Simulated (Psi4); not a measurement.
# UMP2/pcseg-2 (density fitting, density fitting for correlation, sweep point 3) run of CH4AlO2 (SMILES C[O][Al][OH])

Aim: the vertical doublet–quartet gap of CH4AlO2 at UMP2/pcseg-2 (density fitting, density fitting for correlation, sweep point 3), from 2 runs. 

Program for the calculation: Psi4 1.11.

### Step 1. Starting point

The species is CH4AlO2 (8 atoms), meant as a doublet with charge 0. SMILES: `C[O][Al][OH]`. Geometry: relaxed at PBE0-D4/def2-TZVP. This is one conformer, not always the lowest.

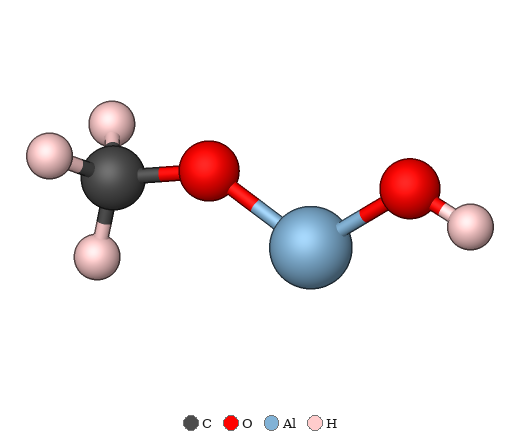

The structure, seen from a chosen angle (carbon dark grey, oxygen red, aluminium light blue, hydrogen pink).

### Step 2. The energy at UMP2/pcseg-2 (density fitting, density fitting for correlation, sweep point 3)

Input file ch4alo2.dat:

```
memory 1600 mb

molecule {
  0 2
  C      0.292700     1.365900    -0.669900
  O     -0.035800     0.282500     0.144300
  Al    -0.062600    -1.399600     0.093000
  O     -0.601900    -2.191900     1.497900
  H      0.661200     1.058300    -1.655900
  H     -0.585400     2.002400    -0.820800
  H      1.070000     1.971500    -0.192500
  H     -0.646300    -3.146000     1.548200
  symmetry c1
}

set basis pcseg-2
set reference uhf
set puream true
set scf_type df
set num_frozen_docc 8
set maxiter 100

energy_value, wavefunction = energy("mp2", return_wfn=True)
print_variables()
```

The run is started by

```sh
$ psi4 -n 1 ch4alo2.dat ch4alo2.out
```

ch4alo2.out:

```text
[...]
  Running in c1 symmetry.
[...]
  Nuclear repulsion =  149.181418560019097
[...]
  Multiplicity = 2
[...]
  Nalpha       = 20
  Nbeta        = 19
[...]
    Number of basis functions: 180
[...]
   @DF-UHF iter   1:  -431.75125050733988   -1.10905e+00   4.11785e-03 DIIS/ADIIS
[...]
   @DF-UHF iter  14:  -431.99101895038757   -1.62572e-11   4.17137e-09 DIIS
[...]
   @S^2 Observed:                7.526449030E-01
[...]
    Orbital Energies [Eh]
    ---------------------
    Alpha Occupied:
       1A    -58.418234     2A    -20.527156     3A    -20.520903
       4A    -11.266197     5A     -4.882117     6A     -3.199702
       7A     -3.196400     8A     -3.194009     9A     -1.324724
      10A     -1.303579    11A     -0.912844    12A     -0.684010
      13A     -0.644140    14A     -0.614402    15A     -0.604467
      16A     -0.541437    17A     -0.496850    18A     -0.461160
      19A     -0.439658    20A     -0.317471
    Alpha Virtual:
      21A      0.054872    22A      0.085746    23A      0.111258
      24A      0.118759    25A      0.159231    26A      0.168133
[...]
  @DF-UHF Final Energy:  -431.99101895038757
   => Energetics <=
    Nuclear Repulsion Energy =            149.1814185600190967
    One-Electron Energy =                -895.6863797356437544
    Two-Electron Energy =                 314.5139422252370878
    Total Energy =                       -431.9910189503875699
  UHF NO Occupations:
  HONO-2 :   18  A 1.9996767
  HONO-1 :   19  A 1.9992916
[...]
 Multipole Moments:
 ------------------------------------------------------------------------------------
     Multipole            Electronic (a.u.)      Nuclear  (a.u.)        Total (a.u.)
 ------------------------------------------------------------------------------------
 L = 1.  Multiply by 2.5417464519 to convert [e a0] to [Debye]
 Dipole X            :         -0.5358878            0.8205467            0.2846589
 Dipole Y            :         -5.3559074            4.9455392           -0.4103682
 Dipole Z            :          1.0654883           -1.8696356           -0.8041472
 Magnitude           :                                                    0.9466179
[...]
```

It took 3.3 s on 1 thread of Intel Xeon 6975P-C (Granite Rapids), shared host; peak memory 0.33 GiB.

### Step 3. The quartet, same level

Input file ch4alo2.inp:

```
memory 1.6 GB

molecule molecule1 {
  0 4
  C      0.292700     1.365900    -0.669900
  O     -0.035800     0.282500     0.144300
  Al    -0.062600    -1.399600     0.093000
  O     -0.601900    -2.191900     1.497900
  H      0.661200     1.058300    -1.655900
  H     -0.585400     2.002400    -0.820800
  H      1.070000     1.971500    -0.192500
  H     -0.646300    -3.146000     1.548200
  symmetry c1
}

set {
  basis pcseg-2
  reference uhf
  puream true
  scf_type df
  num_frozen_docc 8
  maxiter 100
}

result = energy('mp2')
print_variables()
```

The run is started by

```sh
$ psi4 ch4alo2.inp ch4alo2.out -n 1
```

ch4alo2.out:

```text
[...]
  Running in c1 symmetry.
[...]
  Nuclear repulsion =  149.181418560019097
[...]
  Multiplicity = 4
[...]
  Nalpha       = 21
  Nbeta        = 18
[...]
    Number of basis functions: 180
[...]
   @DF-UHF iter   1:  -431.51761437947289   -8.75414e-01   3.78704e-03 ADIIS/DIIS
[...]
   @DF-UHF iter  19:  -431.80003086997186   -2.45564e-10   7.67417e-09 DIIS
[...]
   @S^2 Observed:                3.761370836E+00
[...]
    Orbital Energies [Eh]
    ---------------------
    Alpha Occupied:
       1A    -58.397347     2A    -20.754296     3A    -20.491592
       4A    -11.360765     5A     -4.865739     6A     -3.183277
       7A     -3.182165     8A     -3.178358     9A     -1.561612
      10A     -1.274723    11A     -1.039751    12A     -0.847382
      13A     -0.810588    14A     -0.768952    15A     -0.643536
      16A     -0.626847    17A     -0.601069    18A     -0.507467
      19A     -0.482381    20A     -0.325774    21A     -0.167270
    Alpha Virtual:
      22A      0.063268    23A      0.092438    24A      0.107544
      25A      0.120934    26A      0.146852    27A      0.163748
[...]
  @DF-UHF Final Energy:  -431.80003086997186
   => Energetics <=
    Nuclear Repulsion Energy =            149.1814185600190967
    One-Electron Energy =                -893.5908335230589046
    Two-Electron Energy =                 312.6093840930679448
    Total Energy =                       -431.8000308699718630
  UHF NO Occupations:
  HONO-2 :   19  A 1.0000000
  HONO-1 :   20  A 1.0000000
[...]
 Multipole Moments:
 ------------------------------------------------------------------------------------
     Multipole            Electronic (a.u.)      Nuclear  (a.u.)        Total (a.u.)
 ------------------------------------------------------------------------------------
 L = 1.  Multiply by 2.5417464519 to convert [e a0] to [Debye]
 Dipole X            :         -0.4469134            0.8205467            0.3736333
 Dipole Y            :         -2.7535919            4.9455392            2.1919472
 Dipole Z            :          1.0119087           -1.8696356           -0.8577268
 Magnitude           :                                                    2.3832603
[...]
```

Wall time 3.9 s (1 thread of Intel Xeon 6975P-C (Granite Rapids), shared host); peak memory 0.33 GiB.

### Step 4. Outcome

Level: UMP2/pcseg-2 (density fitting, density fitting for correlation, sweep point 3), 8 core orbitals frozen.

| quantity | value |
| --- | --- |
| doublet: total energy | -432.69010 Eh |
| doublet: HOMO energy (Hartree–Fock orbitals) (highest over α and β) | -8.64 eV |
| doublet: LUMO energy (Hartree–Fock orbitals) (lowest over α and β) | 0.82 eV |
| doublet: correlation energy (8 core orbitals frozen) | -699.1 mEh |
| doublet: ⟨S²⟩ of the reference determinant | 0.753 |
| quartet: total energy | -432.43730 Eh |
| quartet: HOMO energy (Hartree–Fock orbitals) (highest over α and β) | -4.55 eV |
| quartet: LUMO energy (Hartree–Fock orbitals) (lowest over α and β) | -1.12 eV |
| quartet: correlation energy (8 core orbitals frozen) | -637.3 mEh |
| quartet: ⟨S²⟩ of the reference determinant | 3.761 |
| vertical energy of the quartet above the doublet | 6.879 eV |

At this shape the quartet lies 6.88 eV (664 kJ/mol) above the doublet.
